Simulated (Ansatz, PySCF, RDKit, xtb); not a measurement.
**SnHSF: ranking a sample of isomers**

A sample of isomers of SnHSF is drawn. Aim: find which of them has the lowest free energy at 298.15 K, then its properties. The sample is small against all isomers, and the most stable one of this formula need not be in it.

The funnel: GFN2-xTB relaxations, single points with a density functional, relaxations at PBE0-D4/def2-SVP, harmonic vibrations, and a last energy at a higher level. All values are calculated.

## (1) Candidates

Isomers were drawn by moving bonds and hydrogen atoms under normal valences; this is a sample, not all of them. O–O, O–halogen and N–halogen bonds and N–N–N chains are not drawn. That gives 2 candidates.

```csv
label,SMILES,spin
c209,F[S][SnH],singlet
c408,[F][Sn][SH],singlet
```

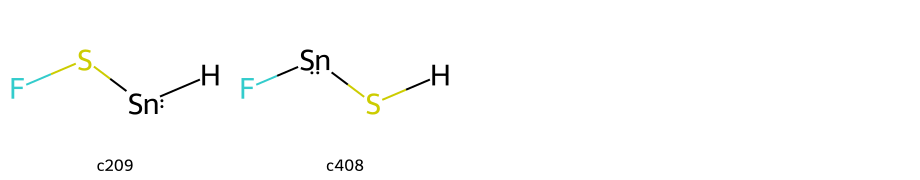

Structural formulas of the candidates.

Candidates are built by distance geometry, with a force field where one applies, in up to four conformers (letters a to d).

## (2) First filter: tight binding

All 3 starts are relaxed the same way. One of them, c408b (drawn by moving bonds, embedded by distance geometry and UFF), in full:

File start.xyz:

```xyz
4
c408b
F     -1.780884    -0.449722     2.086320
S      0.906750    -2.720303     2.816099
Sn    -1.483734    -2.336941     2.500652
H      1.236779    -2.245119     1.502094
```

On the command line:

```
$ xtb start.xyz --gfn 2 --opt
```

Output, cut to the lines that bear on the results:

```text
* xtb version 6.7.1
[...]
          :  # basis functions                  25          :
[...]
          :  # electrons                        18          :
[...]
          :  Hamiltonian                  GFN2-xTB          :
[...]
          :  net charge                          0          :
          :  unpaired electrons                  0          :
[...]
   *** convergence criteria satisfied after 16 iterations ***
[...]
   *** GEOMETRY OPTIMIZATION CONVERGED AFTER 13 ITERATIONS ***
[...]
   *** convergence criteria satisfied after 3 iterations ***
[...]
         ::                     SUMMARY                     ::
         :::::::::::::::::::::::::::::::::::::::::::::::::::::
         :: total energy             -10.710214963111 Eh    ::
         :: gradient norm              0.000140199694 Eh/a0 ::
         :: HOMO-LUMO gap              3.425041931729 eV    ::
         ::.................................................::
         :: SCC energy               -10.722687044990 Eh    ::
         :: -> isotropic ES            0.009681258010 Eh    ::
         :: -> anisotropic ES          0.002045836358 Eh    ::
         :: -> anisotropic XC         -0.000765761612 Eh    ::
         :: -> dispersion             -0.002242518507 Eh    ::
         :: repulsion energy           0.012472081879 Eh    ::
         :: add. restraining           0.000000000000 Eh    ::
         :: total charge               0.000000000000 e     ::
         :::::::::::::::::::::::::::::::::::::::::::::::::::::
[...]
         9        2.0000           -0.3921247             -10.6703 (HOMO)
        10                         -0.2662567              -7.2452 (LUMO)
[...]
     #   Z          covCN         q      C6AA      α(0)
     1   9          0.694    -0.387    13.373     4.318
     2  16          1.798    -0.354   156.554    21.060
     3  50          1.570     0.520   439.332    45.136
     4   1          0.923     0.221     0.997     1.562
[...]
     #   Z sym  total        # sym  WBO       # sym  WBO       # sym  WBO
 ---------------------------------------------------------------------------
     1   9      1.093 --     3      1.071
     2  16      2.224 --     3      1.317     4      0.886
     3  50      2.451 --     2      1.317     1      1.071
     4   1      0.951 --     2      0.886
 ---------------------------------------------------------------------------
[...]
molecular dipole:
                 x           y           z       tot (Debye)
 q only:       -0.545      -0.701       0.570
   full:       -1.716      -0.896       1.034       5.577
molecular quadrupole (traceless):
[...]
          | TOTAL ENERGY              -10.710214963111 Eh   |
          | GRADIENT NORM               0.000140199694 Eh/α |
          | HOMO-LUMO GAP               3.425041931729 eV   |
           -------------------------------------------------
[...]
```

Wall time 0.046 s (2 threads of Arm Neoverse V2, shared host).

## (3) The minima found

3 of the 3 relaxations converged; 1 ended on a minimum already found. 2 distinct structures remain:

```csv
label,start,SMILES after,spin,energy (kcal/mol)
c408b,drawn,[F][Sn][SH],singlet,0.0
c209a,drawn,F[S][SnH],singlet,56.2
```

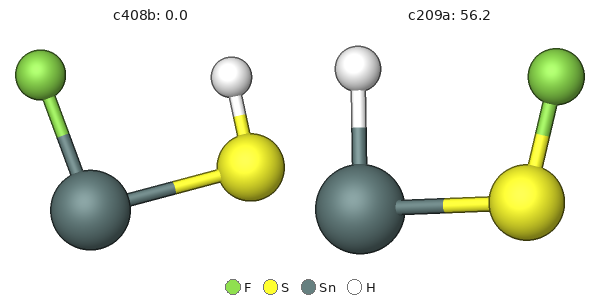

The 2 lowest minima that did not fall apart, with their GFN2-xTB energies in kcal/mol.

## (4) Screening with a density functional

A choice of the minima (the low ones first, few conformers of a pattern, up to a cap) and the lowest that fell apart get a single point at r2SCAN-D4/def2-SVP on the tight-binding geometry, and one at HF/STO-3G for comparison. The lowest singlets are also tried as triplets at the same geometry (label ending in t). The first, c408b:

File input.yaml:

```yaml
crystal:
  periodic: [false, false, false]
  atoms:
    - {symbol: F, position_ang: [-1.462292, -0.598743, 1.792601]}
    - {symbol: S, position_ang: [0.820306, -2.934504, 2.487973]}
    - {symbol: Sn, position_ang: [-1.531596, -2.372626, 2.857161]}
    - {symbol: H, position_ang: [1.052494, -1.846212, 1.767430]}
basis:
  gaussian: {orbitals: def2-SVP}
scf: {lower_state_search: off}
output: {orbitals: {seedname: orbitals}}
hamiltonian: {xc: {name: r2SCAN}, dispersion: d4}
```

On the command line:

```
$ ansatz run input.yaml --threads 2 --pin off --max-ram 5220MiB --events-out events.jsonl --progress --plain --runs-dir runs
```

Output, cut to the lines that bear on the results:

```text
Warning: RAYON_NUM_THREADS=2 ignored (pool sized by the plan → 2); use --threads N
Functional definition: r2SCAN
  name "r2SCAN"
[...]
702 factors; their error is unknown
[...]
mean field -19396.56243896 eV, -712.8105221695 hartree, gradient 4.7e-6 eV, S^2 0.000000; 0 other end points of the search recorded, 0 dependent functions left out
reference -19396.56244727 eV, -712.8105224749 hartree; 24, 24 occupied and 39, 39 virtual orbitals, 702 factors
Total energy: -19396.58130689 eV, -712.8112155530 hartree
Checks for a lower state left out: stability, starts, cluster_reference, orbital_swaps, neighbouring_geometries, increment
```

Run time: 0.84 s. Hardware: 2 threads of Arm Neoverse V2, shared host.

Relative energies in kcal/mol, each column from its lowest structure that stays in one piece:

```csv
label,SMILES,spin,GFN2-xTB,HF/STO-3G,r2SCAN-D4/def2-SVP
c408b,[F][Sn][SH],singlet,0.0,0.0,0.0
c209a,F[S][SnH],singlet,56.2,27.9,62.9
c408bt,[F][Sn][SH],triplet,–,–,65.7
c209at,F[S][SnH],triplet,–,–,112.8
```

## (5) Relaxing the best candidates

3 candidates are relaxed at PBE0-D4/def2-SVP (chosen among the lowest in one piece, with other spins of them). The first, c408b:

File input.yaml:

```yaml
crystal:
  periodic: [false, false, false]
  atoms:
    - symbol: F
      position_ang: [-1.462292, -0.598743, 1.792601]
    - symbol: S
      position_ang: [0.820306, -2.934504, 2.487973]
    - symbol: Sn
      position_ang: [-1.531596, -2.372626, 2.857161]
    - symbol: H
      position_ang: [1.052494, -1.846212, 1.767430]
basis:
  gaussian:
    orbitals: def2-SVP
hamiltonian:
  xc: pbe0
  dispersion: d4
scf:
  lower_state_search: off
relax:
  f_tol: 0.003
```

On the command line:

```
$ ansatz run input.yaml --threads 2 --pin off --max-ram 5220MiB --events-out events.jsonl --progress --plain --runs-dir runs
```

Output, cut to the lines that bear on the results:

```text
Warning: RAYON_NUM_THREADS=2 ignored (pool sized by the plan → 2); use --threads N
[...]
Functional definition: PBE0
  name "PBE0"
[...]
743 factors; integrals over basis functions are off by at most 3.0e-4 eV
[...]
mean field -19389.94892841 eV, -712.5674801396 hartree, gradient 5.5e-6 eV, S^2 0.000000; 0 other end points of the search recorded, 0 dependent functions left out
[...]
reference -19389.94894992 eV, -712.5674809301 hartree; 24, 24 occupied and 39, 39 virtual orbitals, 743 factors
relax step   1: F+E_penalty+E_count = -19390.02786629 eV  Δ(F+E_penalty+E_count) = +0.000e0 eV  max|allowed force component| = 1.561e0 eV/Å  Δτ_max = 0.0000 Å  (14 SCF iters, accepted)
[...]
relax step   6: F+E_penalty+E_count = -19390.15043134 eV  Δ(F+E_penalty+E_count) = -1.921e-4 eV  max|allowed force component| = 3.202e-3 eV/Å  Δτ_max = 0.0105 Å  (14 SCF iters, accepted)
[...]
relax step   7: F+E_penalty+E_count = -19390.15043445 eV  Δ(F+E_penalty+E_count) = -3.113e-6 eV  max|allowed force component| = 1.898e-3 eV/Å  Δτ_max = 0.0018 Å  (13 SCF iters, accepted)
Total energy: -19390.15045576 eV, -712.5748861330 hartree
Atom 0 at    -1.368116    -0.680624     1.810182 Å, force    -0.000482    -0.000457     0.000310 eV/Å
Atom 1 at     0.815489    -2.932511     2.484789 Å, force    -0.000209    -0.001898     0.001031 eV/Å
Atom 2 at    -1.533742    -2.344213     2.843292 Å, force     0.000380     0.000742    -0.000446 eV/Å
Atom 3 at     0.965280    -1.794737     1.766902 Å, force     0.000310     0.001613    -0.000895 eV/Å
Dipole moment:    -0.316622    -0.230943     0.231637 e Å
Checks for a lower state left out: stability, starts, cluster_reference, orbital_swaps, neighbouring_geometries, increment
```

Run time: 6 s. Hardware: 2 threads of Arm Neoverse V2, shared host.

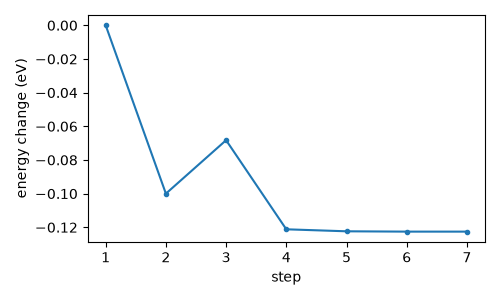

Energy along the run, all evaluated steps.

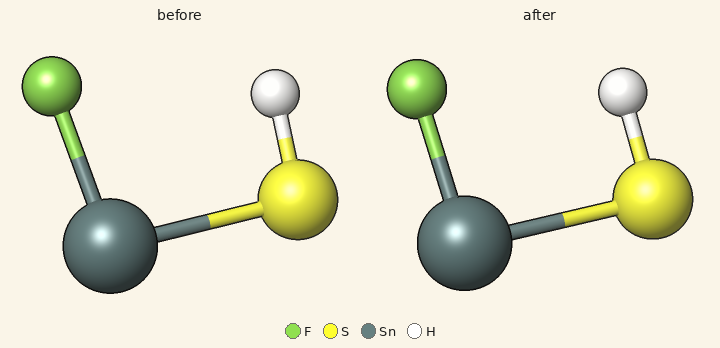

Before and after, at one scale.

After the run. Bond lengths: F1–Sn3 1.965 Å, S2–Sn3 2.448 Å, S2–H4 1.354 Å. Angles: F1–Sn3–S2 92.6°, Sn3–S2–H4 89.0°.

## (6) After refinement

```csv
label,spin,r2SCAN-D4/def2-SVP (kcal/mol),"PBE0-D4/def2-SVP, relaxed (kcal/mol)",time
c408b,singlet,0.0,0.0,6 s
c408bt,triplet,65.7,59.1,32 s
c209a,singlet,62.9,63.6,6 s
```

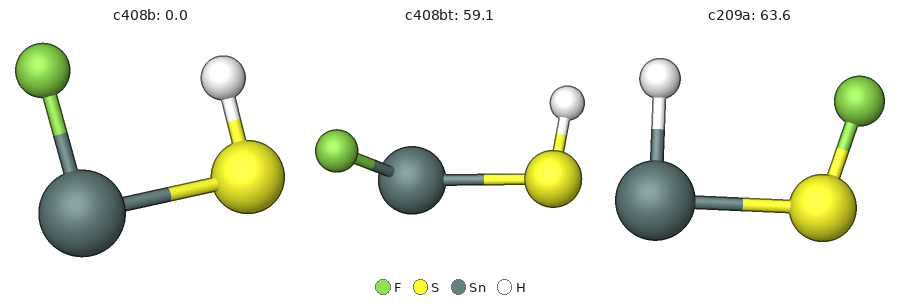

The relaxed structures, with energies at PBE0-D4/def2-SVP in kcal/mol.

## (7) Vibrations and thermal terms

The lowest few in one piece go on as finalists. Harmonic vibrations at PBE0-D4/def2-SVP test each finalist and give the zero-point energy and the thermal terms. The first, c408b:

File input.yaml:

```yaml
crystal:
  periodic: [false, false, false]
  atoms:
    - {symbol: F, position_ang: [-1.368116, -0.680624, 1.810182]}
    - {symbol: S, position_ang: [0.815489, -2.932511, 2.484789]}
    - {symbol: Sn, position_ang: [-1.533742, -2.344213, 2.843292]}
    - {symbol: H, position_ang: [0.965280, -1.794737, 1.766902]}
basis:
  gaussian: {orbitals: def2-SVP}
hamiltonian: {xc: pbe0, dispersion: d4}
scf: {lower_state_search: off}
phonons: {}
```

On the command line:

```
$ ansatz run input.yaml --threads 2 --pin off --max-ram 5220MiB --events-out events.jsonl --progress --plain --runs-dir runs
```

Output, cut to the lines that bear on the results:

```text
Warning: RAYON_NUM_THREADS=2 ignored (pool sized by the plan → 2); use --threads N
[... 2 set-up lines as earlier in the session ...]
[...]
744 factors; integrals over basis functions are off by at most 3.0e-4 eV
[...]
mean field -19390.07047277 eV, -712.5719468124 hartree, gradient 3.3e-6 eV, S^2 0.000000; 0 other end points of the search recorded, 0 dependent functions left out
[...]
reference -19390.07049408 eV, -712.5719475955 hartree; 24, 24 occupied and 39, 39 virtual orbitals, 744 factors
[...]
744 factors; integrals over basis functions are off by at most 3.0e-4 eV
mean field -19390.07045938 eV, -712.5719463203 hartree, gradient 1.0e-6 eV, S^2 0.000000; 0 other end points of the search recorded, 0 dependent functions left out
[...]
reference -19390.07048069 eV, -712.5719471034 hartree; 24, 24 occupied and 39, 39 virtual orbitals, 744 factors
[...]
744 factors; integrals over basis functions are off by at most 3.0e-4 eV
[...]
744 factors; integrals over basis functions are off by at most 3.0e-4 eV
[...]
mean field -19390.07045063 eV, -712.5719459990 hartree, gradient 1.3e-6 eV, S^2 0.000000; 0 other end points of the search recorded, 0 dependent functions left out
[...]
reference -19390.07047194 eV, -712.5719467821 hartree; 24, 24 occupied and 39, 39 virtual orbitals, 744 factors
Total energy: -19390.15045940 eV, -712.5748862670 hartree
Atom 0 at    -1.368116    -0.680624     1.810182 Å, force    -0.000418    -0.000477     0.000303 eV/Å
Atom 1 at     0.815489    -2.932511     2.484789 Å, force    -0.000235    -0.001875     0.001025 eV/Å
Atom 2 at    -1.533742    -2.344213     2.843292 Å, force     0.000263     0.000694    -0.000383 eV/Å
Atom 3 at     0.965280    -1.794737     1.766902 Å, force     0.000390     0.001657    -0.000945 eV/Å
Dipole moment:    -0.316622    -0.230943     0.231638 e Å
Vibrations: 150.24 344.80 358.32 573.84 613.13 2704.71 cm⁻¹, zero-point energy 0.294154 eV
Checks for a lower state left out: stability, starts, cluster_reference, orbital_swaps, neighbouring_geometries, increment
```

Run time: 17 s. Hardware: 2 threads of Arm Neoverse V2, shared host.

## (8) Zero-point energy and free-energy terms

At 298.15 K and 1 atm, ideal gas, rigid rotor and harmonic oscillator:

```csv
label,SMILES,spin,point group,lowest mode (cm⁻¹),zero-point (kcal/mol),G − E (kcal/mol)
c408b,[F][Sn][SH],singlet,Cs,150,6.8,-11.7
c408bt,[F][Sn][SH],triplet,C1,106,6.5,-13.2
c209a,F[S][SnH],singlet,Cs,173,5.6,-12.8
```

Chiral structures get −RT ln 2 for their mirror image.

## (9) Energies at the top level

Each finalist gets a single point at CCSD(T)/def2-TZVP.

c408b, CCSD(T)/def2-TZVP:

Edit input.yaml of step 7 so:

```diff
@@ -8,5 +8,3 @@
 basis:
-  gaussian: {orbitals: def2-SVP}
-hamiltonian: {xc: pbe0, dispersion: d4}
-scf: {lower_state_search: off}
-phonons: {}
+  gaussian: {orbitals: def2-TZVP}
+correlation: {method: ccsd_t, frozen_orbitals: {H: 0, S: 5, F: 1, Sn: 4}}
```

On the command line:

```
$ ansatz run input.yaml --threads 2 --pin off --max-ram 5220MiB --events-out events.jsonl --progress --plain --runs-dir runs
```

Output, cut to the lines that bear on the results:

```text
Warning: RAYON_NUM_THREADS=2 ignored (pool sized by the plan → 2); use --threads N
Functional definition: HF
  name "HF"
[...]
957 factors; integrals over basis functions are off by at most 1.0e-3 eV
[...]
mean field -19348.39306834 eV, -711.0403304497 hartree, gradient 2.4e-6 eV, S^2 0.000000; 0 other end points of the search recorded, 0 dependent functions left out
10 core orbitals not correlated: weight in the atoms' cores, before any rotation towards them, 1.000 or more for the frozen orbitals, at most 0.000 for the correlated occupied ones
reference -19348.39306834 eV, -711.0403304497 hartree; 14, 14 occupied and 100, 100 virtual orbitals, 957 factors
second order -19.83031917 eV of doubles, -0.00000000 eV of singles
cycle   1  -19.47904313 eV  change    3.5e-1 eV  update   1.2e-1
[...]
cycle  12  -20.05534848 eV  change   -1.3e-5 eV  update   7.0e-6
perturbative correction -0.71570172 eV, -0.0263015531 hartree
Total energy: -19369.16411854 eV, -711.8036524654 hartree
```

Run time: 13 s. Hardware: 2 threads of Arm Neoverse V2, shared host; peak memory 0.65 GiB.

## (10) c408bt at CCSD(T)/def2-TZVP

File input.yaml:

```yaml
crystal:
  periodic: [false, false, false]
  atoms:
    - {symbol: F, position_ang: [-2.064133, -0.377794, 2.264344]}
    - {symbol: S, position_ang: [0.944527, -2.611277, 2.823638]}
    - {symbol: Sn, position_ang: [-1.425238, -2.231362, 2.258097]}
    - {symbol: H, position_ang: [1.423755, -2.531652, 1.559086]}
basis:
  gaussian:
    orbitals: def2-TZVP
total_charge: 0
magnetization:
  spin_polarized: true
  initial_magnetization: 2
correlation:
  method: ccsd_t
  frozen_orbitals: {H: 0, S: 5, F: 1, Sn: 4}
scf:
  omitted_lower_state_checks: [cluster_reference]
```

On the command line:

```
$ ansatz run input.yaml --threads 2 --pin off --max-ram 5220MiB --events-out events.jsonl --progress --plain --runs-dir runs
```

Output, cut to the lines that bear on the results:

```text
Warning: RAYON_NUM_THREADS=2 ignored (pool sized by the plan → 2); use --threads N
[... 2 set-up lines as earlier in the session ...]
[...]
957 factors; integrals over basis functions are off by at most 1.0e-3 eV
[...]
mean field -19346.43514884 eV, -710.9683782351 hartree, gradient 3.3e-6 eV, S^2 2.032308; 2 other end points of the search recorded, 0 dependent functions left out
10 core orbitals not correlated: weight in the atoms' cores, before any rotation towards them, 1.000 or more for the frozen orbitals, at most 0.000 for the correlated occupied ones
reference -19346.43514884 eV, -710.9683782351 hartree; 15, 13 occupied and 99, 101 virtual orbitals, 957 factors
second order -19.01970302 eV of doubles, -0.00000000 eV of singles
cycle   1  -18.81568306 eV  change    2.0e-1 eV  update   1.2e-1
[...]
cycle  15  -19.42207571 eV  change   -2.9e-5 eV  update   2.2e-5
perturbative correction -0.68351753 eV, -0.0251188058 hartree
Total energy: -19366.54074208 eV, -711.7072451586 hartree
Checks for a lower state left out: cluster_reference
```

Run time: 61 s. Hardware: 2 threads of Arm Neoverse V2, shared host; peak memory 1.5 GiB.

## (11) Putting it together

Energies in kcal/mol from c408b; G adds the thermal terms to the CCSD(T)/def2-TZVP energy. The columns left of the relaxed level are at the tight-binding geometries.

```csv
label,SMILES,spin,r2SCAN-D4/def2-SVP,PBE0-D4/def2-SVP,HF/def2-TZVP,MP2/def2-TZVP,CCSD(T)/def2-TZVP,G,share at equilibrium,T1
c408b,[F][Sn][SH],singlet,0.0,0.0,0.0,0.0,0.0,0.0,100.0 %,0.017
c408bt,[F][Sn][SH],triplet,65.7,59.1,45.2,63.8,60.5,58.9,< 0.1 %,0.021
c209a,F[S][SnH],singlet,62.9,63.6,64.5,68.6,64.0,62.9,< 0.1 %,0.019
```

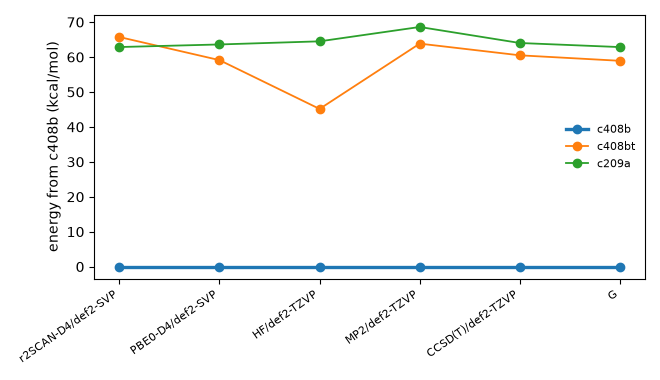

The finalists at each level, measured from c408b.

Lowest found: c408b, `[F][Sn][SH]`, a singlet of point group Cs. Bond lengths: F1–Sn3 1.965 Å, S2–Sn3 2.448 Å, S2–H4 1.354 Å. Angles: F1–Sn3–S2 92.6°, Sn3–S2–H4 89.0°.

```xyz
4

F    -1.3681   -0.6806    1.8102
S     0.8155   -2.9325    2.4848
Sn   -1.5337   -2.3442    2.8433
H     0.9653   -1.7947    1.7669
```

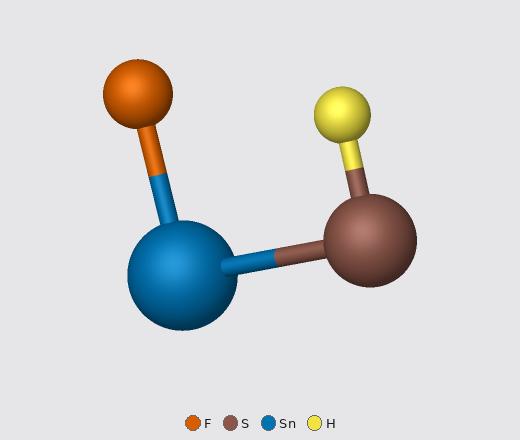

The lowest structure found, seen from a chosen angle (fluorine orange, sulfur brown, tin blue, hydrogen yellow).

## (12) Density, orbitals and dipole (PBE0/def2-TZVPD)

File input.yaml:

```yaml
crystal:
  periodic: [false, false, false]
  atoms:
    - {symbol: F, position_ang: [-1.368116, -0.680624, 1.810182]}
    - {symbol: S, position_ang: [0.815489, -2.932511, 2.484789]}
    - {symbol: Sn, position_ang: [-1.533742, -2.344213, 2.843292]}
    - {symbol: H, position_ang: [0.965280, -1.794737, 1.766902]}
basis:
  gaussian:
    orbitals: def2-TZVPD
output: {forces: true, orbitals: {seedname: orbitals}}
hamiltonian:
  xc: {name: PBE0}
total_charge: 0
```

On the command line:

```
$ ansatz run input.yaml --threads 2 --pin off --max-ram 5220MiB --events-out events.jsonl --progress --plain --runs-dir runs
```

Output, cut to the lines that bear on the results:

```text
Warning: RAYON_NUM_THREADS=2 ignored (pool sized by the plan → 2); use --threads N
[... 2 set-up lines as earlier in the session ...]
[...]
1051 factors; their error is unknown
[...]
mean field -19397.68685546 eV, -712.8518437139 hartree, gradient 3.2e-5 eV, S^2 0.000000; 0 other end points of the search recorded, 0 dependent functions left out
[...]
reference -19397.68689915 eV, -712.8518453192 hartree; 24, 24 occupied and 127, 127 virtual orbitals, 1051 factors
Total energy: -19397.68689915 eV, -712.8518453192 hartree
Atom 0 at    -1.368116    -0.680624     1.810182 Å, force    -0.069221    -0.203321     0.140907 eV/Å
Atom 1 at     0.815489    -2.932511     2.484789 Å, force    -0.227071     0.200662    -0.050517 eV/Å
Atom 2 at    -1.533742    -2.344213     2.843292 Å, force     0.301294     0.171543    -0.191886 eV/Å
Atom 3 at     0.965280    -1.794737     1.766902 Å, force    -0.005003    -0.168884     0.101497 eV/Å
Dipole moment:    -0.338700    -0.299142     0.278604 e Å
```

It took 2.5 s on 2 threads of Arm Neoverse V2, shared host.

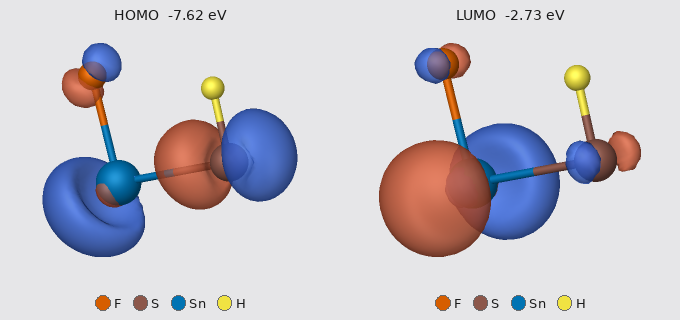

Frontier orbitals of this run, surfaces at ±0.2 Å^-3/2.

[end of part 1 of 2]
